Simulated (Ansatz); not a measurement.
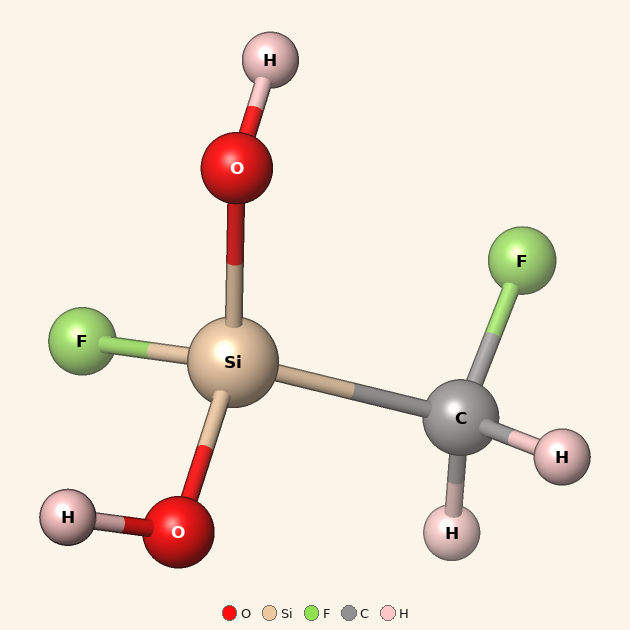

Orthographic view. Distant atoms are faded towards the background colour. Computed geometry: PBE-D4/def2-SVP optimisation. No frequency run is at hand to confirm it as a minimum.

### Write the InChI string.

InChI=1S/CH4F2O2Si/c2-1-6(3,4)5/h4-5H,1H2
